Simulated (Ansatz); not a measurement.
**Molecular dynamics, with input and output: BClF2 (part 3 of 3)**

Continued. System: BClF2. Method: RKS r2SCAN-D4/def2-SVP (Ansatz 0.2.0). It belongs to a series of runs on one base structure; here: dynamics from the start.

Geometry of the input (Å):
```
B  0.0000  0.0000  0.0307
Cl 0.0000  0.0000  1.7779
F  1.1330  0.0000  -0.6343
F  -1.1330  0.0000  -0.6343
```

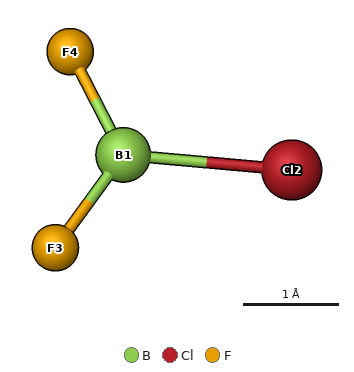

The geometry at step 77 of the log (ball-and-stick view, seen at a tilt; atoms are numbered from 1 in the order of the input).

Trajectory as extended XYZ, continued
```
4
Properties=species:S:1:pos:R:3:forces:R:3 step=53 time_fs=106.0 energy=-18624.87715 temperature=110.2
B    -0.0089   -0.0371    0.0001   -0.4951   0.5612   0.5422
Cl    0.0108    0.0059    1.8113   -0.1669  -0.1591  -1.4046
F     1.1499    0.0042   -0.6328   -0.6267  -0.1898   0.1044
F    -1.1651    0.0060   -0.6807    1.2887  -0.2124   0.7579
4
Properties=species:S:1:pos:R:3:forces:R:3 step=54 time_fs=108.0 energy=-18624.87999 temperature=108.2
B    -0.0106   -0.0277    0.0048   -0.5131   0.4193   0.2949
Cl    0.0125    0.0051    1.8099   -0.1908  -0.1171  -1.3187
F     1.1510    0.0023   -0.6297   -0.7302  -0.1422   0.1497
F    -1.1682    0.0040   -0.6838    1.4341  -0.1600   0.8742
4
Properties=species:S:1:pos:R:3:forces:R:3 step=55 time_fs=110.0 energy=-18624.88948 temperature=129.7
B    -0.0139   -0.0174    0.0103   -0.3848   0.2585   0.0706
Cl    0.0138    0.0042    1.8071   -0.2157  -0.0719  -1.1825
F     1.1505    0.0002   -0.6265   -0.8235  -0.0885   0.1997
F    -1.1684    0.0018   -0.6850    1.4241  -0.0982   0.9122
4
Properties=species:S:1:pos:R:3:forces:R:3 step=56 time_fs=112.0 energy=-18624.90350 temperature=164.5
B    -0.0184   -0.0068    0.0157   -0.1549   0.0914  -0.0975
Cl    0.0149    0.0033    1.8033   -0.2401  -0.0264  -1.0081
F     1.1484   -0.0019   -0.6230   -0.8772  -0.0312   0.2345
F    -1.1657   -0.0004   -0.6843    1.2722  -0.0338   0.8711
4
Properties=species:S:1:pos:R:3:forces:R:3 step=57 time_fs=114.0 energy=-18624.91880 temperature=199.0
B    -0.0232    0.0035    0.0205    0.1206  -0.0690  -0.1842
Cl    0.0156    0.0025    1.7986   -0.2613   0.0167  -0.8081
F     1.1447   -0.0040   -0.6194   -0.8613   0.0258   0.2354
F    -1.1607   -0.0026   -0.6820    1.0020   0.0265   0.7569
4
Properties=species:S:1:pos:R:3:forces:R:3 step=58 time_fs=116.0 energy=-18624.93209 temperature=221.4
B    -0.0272    0.0129    0.0243    0.3818  -0.2106  -0.1809
Cl    0.0161    0.0017    1.7934   -0.2769   0.0550  -0.5934
F     1.1395   -0.0059   -0.6155   -0.7536   0.0780   0.1895
F    -1.1540   -0.0045   -0.6783    0.6487   0.0776   0.5848
4
Properties=species:S:1:pos:R:3:forces:R:3 step=59 time_fs=118.0 energy=-18624.94093 temperature=224.5
B    -0.0297    0.0209    0.0272    0.5671  -0.3243  -0.1022
Cl    0.0162    0.0010    1.7879   -0.2849   0.0870  -0.3717
F     1.1332   -0.0075   -0.6114   -0.5435   0.1206   0.0915
F    -1.1465   -0.0062   -0.6737    0.2613   0.1167   0.3823
4
Properties=species:S:1:pos:R:3:forces:R:3 step=60 time_fs=120.0 energy=-18624.94422 temperature=207.2
B    -0.0300    0.0273    0.0296    0.6230  -0.4061   0.0176
Cl    0.0159    0.0004    1.7823   -0.2841   0.1117  -0.1474
F     1.1263   -0.0087   -0.6075   -0.2362   0.1505  -0.0553
F    -1.1390   -0.0076   -0.6687   -0.1027   0.1438   0.1850
4
Properties=species:S:1:pos:R:3:forces:R:3 step=61 time_fs=122.0 energy=-18624.94214 temperature=173.5
B    -0.0282    0.0318    0.0318    0.5245  -0.4564   0.1335
Cl    0.0154    0.0000    1.7770   -0.2748   0.1286   0.0773
F     1.1194   -0.0096   -0.6039    0.1427   0.1666  -0.2370
F    -1.1322   -0.0086   -0.6636   -0.3924   0.1613   0.0261
4
Properties=species:S:1:pos:R:3:forces:R:3 step=62 time_fs=124.0 energy=-18624.93591 temperature=130.5
B    -0.0246    0.0345    0.0344    0.2936  -0.4791   0.2028
Cl    0.0147   -0.0002    1.7721   -0.2583   0.1375   0.3000
F     1.1131   -0.0101   -0.6011    0.5435   0.1701  -0.4281
F    -1.1265   -0.0092   -0.6588   -0.5788   0.1715  -0.0747
4
Properties=species:S:1:pos:R:3:forces:R:3 step=63 time_fs=126.0 energy=-18624.92781 temperature=87.2
B    -0.0203    0.0354    0.0376    0.0041  -0.4793   0.1933
Cl    0.0137   -0.0003    1.7678   -0.2369   0.1389   0.5163
F     1.1083   -0.0102   -0.5992    0.8956   0.1648  -0.5923
F    -1.1224   -0.0094   -0.6544   -0.6628   0.1755  -0.1173
4
Properties=species:S:1:pos:R:3:forces:R:3 step=64 time_fs=128.0 energy=-18624.92102 temperature=54.6
B    -0.0161    0.0346    0.0413   -0.2429  -0.4618   0.0908
Cl    0.0125   -0.0002    1.7643   -0.2133   0.1335   0.7173
F     1.1056   -0.0100   -0.5986    1.1249   0.1550  -0.6907
F    -1.1198   -0.0093   -0.6505   -0.6687   0.1732  -0.1174
4
Properties=species:S:1:pos:R:3:forces:R:3 step=65 time_fs=130.0 energy=-18624.91847 temperature=41.1
B    -0.0130    0.0321    0.0451   -0.3625  -0.4295  -0.0949
Cl    0.0112    0.0000    1.7616   -0.1893   0.1224   0.8888
F     1.1052   -0.0095   -0.5994    1.1815   0.1435  -0.6969
F    -1.1186   -0.0088   -0.6470   -0.6297   0.1636  -0.0970
4
Properties=species:S:1:pos:R:3:forces:R:3 step=66 time_fs=132.0 energy=-18624.92121 temperature=48.7
B    -0.0113    0.0283    0.0484   -0.3236  -0.3831  -0.3249
Cl    0.0097    0.0004    1.7601   -0.1658   0.1068   1.0113
F     1.1071   -0.0088   -0.6016    1.0623   0.1302  -0.6106
F    -1.1187   -0.0080   -0.6438   -0.5729   0.1461  -0.0758
4
Properties=species:S:1:pos:R:3:forces:R:3 step=67 time_fs=134.0 energy=-18624.92813 temperature=72.2
B    -0.0108    0.0232    0.0505   -0.1561  -0.3217  -0.5384
Cl    0.0080    0.0008    1.7596   -0.1429   0.0878   1.0631
F     1.1112   -0.0078   -0.6049    0.8115   0.1127  -0.4589
F    -1.1200   -0.0070   -0.6409   -0.5124   0.1213  -0.0658
4
Properties=species:S:1:pos:R:3:forces:R:3 step=68 time_fs=136.0 energy=-18624.93717 temperature=104.2
B    -0.0108    0.0171    0.0507    0.0707  -0.2450  -0.6728
Cl    0.0062    0.0014    1.7604   -0.1198   0.0660   1.0268
F     1.1168   -0.0065   -0.6091    0.4978   0.0885  -0.2837
F    -1.1223   -0.0057   -0.6381   -0.4487   0.0905  -0.0703
4
Properties=species:S:1:pos:R:3:forces:R:3 step=69 time_fs=138.0 energy=-18624.94660 temperature=138.4
B    -0.0106    0.0102    0.0485    0.2791  -0.1542  -0.6876
Cl    0.0044    0.0019    1.7622   -0.0953   0.0417   0.8969
F     1.1233   -0.0052   -0.6138    0.1881   0.0569  -0.1247
F    -1.1255   -0.0042   -0.6355   -0.3719   0.0556  -0.0846
4
Properties=species:S:1:pos:R:3:forces:R:3 step=70 time_fs=140.0 energy=-18624.95499 temperature=169.6
B    -0.0094    0.0027    0.0438    0.4055  -0.0525  -0.5772
Cl    0.0024    0.0026    1.7650   -0.0683   0.0149   0.6843
F     1.1302   -0.0037   -0.6188   -0.0696   0.0194  -0.0081
F    -1.1294   -0.0027   -0.6331   -0.2676   0.0182  -0.0990
4
Properties=species:S:1:pos:R:3:forces:R:3 step=71 time_fs=142.0 energy=-18624.96072 temperature=191.9
B    -0.0067   -0.0049    0.0371    0.4124   0.0553  -0.3667
Cl    0.0003    0.0032    1.7685   -0.0374  -0.0140   0.4142
F     1.1370   -0.0021   -0.6238   -0.2507  -0.0211   0.0561
F    -1.1338   -0.0011   -0.6309   -0.1243  -0.0202  -0.1037
4
Properties=species:S:1:pos:R:3:forces:R:3 step=72 time_fs=144.0 energy=-18624.96195 temperature=198.5
B    -0.0026   -0.0124    0.0290    0.2955   0.1636  -0.0980
Cl   -0.0018    0.0039    1.7725   -0.0024  -0.0442   0.1191
F     1.1432   -0.0006   -0.6286   -0.3520  -0.0609   0.0721
F    -1.1385    0.0004   -0.6289    0.0590  -0.0585  -0.0931
4
Properties=species:S:1:pos:R:3:forces:R:3 step=73 time_fs=146.0 energy=-18624.95741 temperature=184.6
B     0.0027   -0.0193    0.0206    0.0845   0.2662   0.1836
Cl   -0.0039    0.0045    1.7766    0.0359  -0.0738  -0.1694
F     1.1488    0.0007   -0.6334   -0.3892  -0.0969   0.0551
F    -1.1431    0.0019   -0.6271    0.2687  -0.0955  -0.0692
4
Properties=species:S:1:pos:R:3:forces:R:3 step=74 time_fs=148.0 energy=-18624.94748 temperature=151.5
B     0.0083   -0.0253    0.0127   -0.1625   0.3572   0.4377
Cl   -0.0060    0.0050    1.7807    0.0757  -0.1009  -0.4257
F     1.1537    0.0019   -0.6381   -0.3920  -0.1270   0.0276
F    -1.1472    0.0031   -0.6254    0.4787  -0.1292  -0.0396
4
Properties=species:S:1:pos:R:3:forces:R:3 step=75 time_fs=150.0 energy=-18624.93469 temperature=108.2
B     0.0134   -0.0302    0.0062   -0.3747   0.4314   0.6321
Cl   -0.0080    0.0054    1.7843    0.1141  -0.1234  -0.6328
F     1.1578    0.0029   -0.6428   -0.3974  -0.1506   0.0146
F    -1.1505    0.0042   -0.6237    0.6579  -0.1574  -0.0139
4
Properties=species:S:1:pos:R:3:forces:R:3 step=76 time_fs=152.0 energy=-18624.92284 temperature=68.4
B     0.0173   -0.0336    0.0019   -0.4900   0.4848   0.7447
Cl   -0.0100    0.0057    1.7873    0.1486  -0.1395  -0.7818
F     1.1612    0.0036   -0.6476   -0.4375  -0.1677   0.0370
F    -1.1524    0.0049   -0.6220    0.7789  -0.1776   0.0001
4
Properties=species:S:1:pos:R:3:forces:R:3 step=77 time_fs=154.0 energy=-18624.91526 temperature=44.0
B     0.0195   -0.0354    0.0001   -0.4748   0.5144   0.7652
Cl   -0.0119    0.0059    1.7895    0.1776  -0.1480  -0.8687
F     1.1639    0.0039   -0.6525   -0.5272  -0.1787   0.1055
F    -1.1528    0.0053   -0.6203    0.8244  -0.1877  -0.0020
4
Properties=species:S:1:pos:R:3:forces:R:3 step=78 time_fs=156.0 energy=-18624.91337 temperature=41.4
B     0.0201   -0.0354    0.0010   -0.3334   0.5171   0.6960
Cl   -0.0137    0.0059    1.7909    0.2006  -0.1480  -0.8923
F     1.1656    0.0039   -0.6574   -0.6571  -0.1825   0.2168
F    -1.1515    0.0053   -0.6185    0.7899  -0.1866  -0.0204
4
Properties=species:S:1:pos:R:3:forces:R:3 step=79 time_fs=158.0 energy=-18624.91656 temperature=61.3
B     0.0195   -0.0335    0.0046   -0.1048   0.4901   0.5492
Cl   -0.0154    0.0057    1.7914    0.2188  -0.1390  -0.8523
F     1.1660    0.0035   -0.6623   -0.7967  -0.1770   0.3553
F    -1.1485    0.0049   -0.6166    0.6827  -0.1741  -0.0523
4
Properties=species:S:1:pos:R:3:forces:R:3 step=80 time_fs=160.0 energy=-18624.92316 temperature=102.8
B     0.0185   -0.0296    0.0105    0.1499   0.4311   0.3410
Cl   -0.0169    0.0054    1.7910    0.2341  -0.1209  -0.7482
F     1.1647    0.0027   -0.6668   -0.9035  -0.1595   0.4985
F    -1.1437    0.0041   -0.6147    0.5195  -0.1506  -0.0913
4
Properties=species:S:1:pos:R:3:forces:R:3 step=81 time_fs=162.0 energy=-18624.93130 temperature=165.9
B     0.0180   -0.0236    0.0185    0.3621   0.3390   0.0877
Cl   -0.0184    0.0048    1.7896    0.2489  -0.0940  -0.5800
F     1.1614    0.0015   -0.6707   -0.9330  -0.1280   0.6213
F    -1.1372    0.0029   -0.6127    0.3220  -0.1170  -0.1291
4
Properties=species:S:1:pos:R:3:forces:R:3 step=82 time_fs=164.0 energy=-18624.93898 temperature=249.0
B     0.0187   -0.0154    0.0278    0.4682   0.2150  -0.1910
Cl   -0.0199    0.0041    1.7874    0.2649  -0.0589  -0.3499
F     1.1556   -0.0002   -0.6739   -0.8449  -0.0819   0.6981
F    -1.1292    0.0013   -0.6107    0.1118  -0.0741  -0.1572
4
Properties=species:S:1:pos:R:3:forces:R:3 step=83 time_fs=166.0 energy=-18624.94325 temperature=340.2
B     0.0213   -0.0054    0.0377    0.4212   0.0637  -0.4642
Cl   -0.0212    0.0033    1.7845    0.2831  -0.0175  -0.0684
F     1.1471   -0.0023   -0.6760   -0.6076  -0.0235   0.7039
F    -1.1198   -0.0007   -0.6088   -0.0968  -0.0226  -0.1713
4
Properties=species:S:1:pos:R:3:forces:R:3 step=84 time_fs=168.0 energy=-18624.93988 temperature=410.4
B     0.0259    0.0062    0.0471    0.2062  -0.1048  -0.6818
Cl   -0.0223    0.0023    1.7811    0.3028   0.0274   0.2400
F     1.1363   -0.0047   -0.6768   -0.2064   0.0415   0.6170
F    -1.1094   -0.0030   -0.6070   -0.3026   0.0360  -0.1751
4
Properties=species:S:1:pos:R:3:forces:R:3 step=85 time_fs=170.0 energy=-18624.92454 temperature=425.2
B     0.0317    0.0187    0.0550   -0.1440  -0.2753  -0.7867
Cl   -0.0232    0.0012    1.7776    0.3215   0.0726   0.5386
F     1.1238   -0.0073   -0.6764    0.3413   0.1040   0.4306
F    -1.0986   -0.0055   -0.6054   -0.5188   0.0987  -0.1825
4
Properties=species:S:1:pos:R:3:forces:R:3 step=86 time_fs=172.0 energy=-18624.89590 temperature=368.0
B     0.0374    0.0311    0.0605   -0.5455  -0.4315  -0.7444
Cl   -0.0238    0.0001    1.7745    0.3367   0.1155   0.7893
F     1.1112   -0.0099   -0.6751    0.9739   0.1556   0.1668
F    -1.0880   -0.0080   -0.6041   -0.7650   0.1604  -0.2118
4
Properties=species:S:1:pos:R:3:forces:R:3 step=87 time_fs=174.0 energy=-18624.85859 temperature=256.7
B     0.0415    0.0426    0.0637   -0.8730  -0.5623  -0.5759
Cl   -0.0241   -0.0009    1.7721    0.3454   0.1546   0.9666
F     1.0998   -0.0123   -0.6733    1.5812   0.1931  -0.1133
F    -1.0784   -0.0103   -0.6031   -1.0536   0.2146  -0.2774
4
Properties=species:S:1:pos:R:3:forces:R:3 step=88 time_fs=176.0 energy=-18624.82297 temperature=137.2
B     0.0426    0.0526    0.0648   -0.9924  -0.6655  -0.3597
Cl   -0.0240   -0.0018    1.7706    0.3452   0.1888   1.0634
F     1.0912   -0.0144   -0.6717    2.0241   0.2212  -0.3217
F    -1.0705   -0.0122   -0.6027   -1.3768   0.2556  -0.3820
4
Properties=species:S:1:pos:R:3:forces:R:3 step=89 time_fs=178.0 energy=-18624.80034 temperature=57.9
B     0.0400    0.0605    0.0648   -0.8237  -0.7465  -0.1915
Cl   -0.0236   -0.0025    1.7703    0.3344   0.2167   1.0852
F     1.0865   -0.0161   -0.6707    2.1874   0.2495  -0.3826
F    -1.0653   -0.0137   -0.6030   -1.6982   0.2804  -0.5111
4
Properties=species:S:1:pos:R:3:forces:R:3 step=90 time_fs=180.0 energy=-18624.79652 temperature=46.5
B     0.0344    0.0660    0.0640   -0.4014  -0.8114  -0.1312
Cl   -0.0227   -0.0030    1.7711    0.3133   0.2371   1.0398
F     1.0861   -0.0173   -0.6704    2.0379   0.2836  -0.2775
F    -1.0633   -0.0146   -0.6044   -1.9498   0.2906  -0.6310
4
Properties=species:S:1:pos:R:3:forces:R:3 step=91 time_fs=182.0 energy=-18624.81042 temperature=104.9
B     0.0272    0.0687    0.0627    0.1214  -0.8604  -0.1841
Cl   -0.0215   -0.0032    1.7732    0.2841   0.2488   0.9305
F     1.0899   -0.0181   -0.6708    1.6385   0.3195  -0.0542
F    -1.0653   -0.0150   -0.6072   -2.0441   0.2920  -0.6923
4
Properties=species:S:1:pos:R:3:forces:R:3 step=92 time_fs=184.0 energy=-18624.83742 temperature=220.9
B     0.0200    0.0684    0.0606    0.5468  -0.8873  -0.3168
Cl   -0.0199   -0.0032    1.7763    0.2505   0.2507   0.7571
F     1.0973   -0.0182   -0.6712    1.1074   0.3456   0.2071
F    -1.0717   -0.0148   -0.6115   -1.9048   0.2910  -0.6473
4
Properties=species:S:1:pos:R:3:forces:R:3 step=93 time_fs=186.0 energy=-18624.87154 temperature=373.7
B     0.0146    0.0649    0.0574    0.7329  -0.8810  -0.4756
Cl   -0.0179   -0.0029    1.7805    0.2161   0.2419   0.5197
F     1.1073   -0.0175   -0.6712    0.5611   0.3503   0.4343
F    -1.0822   -0.0139   -0.6173   -1.5102   0.2888  -0.4784
4
Properties=species:S:1:pos:R:3:forces:R:3 step=94 time_fs=188.0 energy=-18624.90489 temperature=530.0
B     0.0117    0.0580    0.0523    0.6508  -0.8278  -0.5950
Cl   -0.0156   -0.0024    1.7853    0.1834   0.2213   0.2237
F     1.1188   -0.0161   -0.6704    0.0794   0.3275   0.5851
F    -1.0963   -0.0125   -0.6243   -0.9136   0.2790  -0.2138
4
Properties=species:S:1:pos:R:3:forces:R:3 step=95 time_fs=190.0 energy=-18624.92851 temperature=647.1
B     0.0110    0.0480    0.0448    0.3685  -0.7168  -0.6139
Cl   -0.0131   -0.0015    1.7906    0.1529   0.1882  -0.1159
F     1.1308   -0.0141   -0.6683   -0.2993   0.2774   0.6454
F    -1.1126   -0.0104   -0.6320   -0.2221   0.2512   0.0844
4
Properties=species:S:1:pos:R:3:forces:R:3 step=96 time_fs=192.0 energy=-18624.93589 temperature=689.9
B     0.0116    0.0351    0.0351   -0.0016  -0.5468  -0.5005
Cl   -0.0104   -0.0005    1.7958    0.1235   0.1424  -0.4735
F     1.1424   -0.0114   -0.6648   -0.5702   0.2057   0.6228
F    -1.1297   -0.0078   -0.6396    0.4483   0.1986   0.3511
4
Properties=species:S:1:pos:R:3:forces:R:3 step=97 time_fs=194.0 energy=-18624.92593 temperature=649.8
B     0.0122    0.0203    0.0235   -0.3504  -0.3286  -0.2665
Cl   -0.0075    0.0008    1.8005    0.0925   0.0853  -0.8169
F     1.1529   -0.0082   -0.6601   -0.7521   0.1208   0.5396
F    -1.1459   -0.0047   -0.6466    1.0100   0.1224   0.5438
4
Properties=species:S:1:pos:R:3:forces:R:3 step=98 time_fs=196.0 energy=-18624.90303 temperature=547.2
B     0.0116    0.0045    0.0111   -0.5928  -0.0826   0.0430
Cl   -0.0045    0.0021    1.8043    0.0574   0.0202  -1.1161
F     1.1618   -0.0049   -0.6543   -0.8785   0.0315   0.4258
F    -1.1600   -0.0015   -0.6524    1.4140   0.0309   0.6474
4
Properties=species:S:1:pos:R:3:forces:R:3 step=99 time_fs=198.0 energy=-18624.87471 temperature=419.1
B     0.0089   -0.0114   -0.0010   -0.6747   0.1684   0.3730
Cl   -0.0016    0.0034    1.8068    0.0159  -0.0479  -1.3495
F     1.1688   -0.0015   -0.6477   -0.9839  -0.0558   0.3103
F    -1.1709    0.0018   -0.6568    1.6427  -0.0648   0.6663
4
Properties=species:S:1:pos:R:3:forces:R:3 step=100 time_fs=200.0 energy=-18624.84843 temperature=300.8
B     0.0039   -0.0264   -0.0114   -0.5767   0.4044   0.6794
Cl    0.0014    0.0046    1.8078   -0.0320  -0.1139  -1.5058
F     1.1736    0.0016   -0.6407   -1.0901  -0.1370   0.2124
F    -1.1783    0.0048   -0.6597    1.6988  -0.1535   0.6139
```
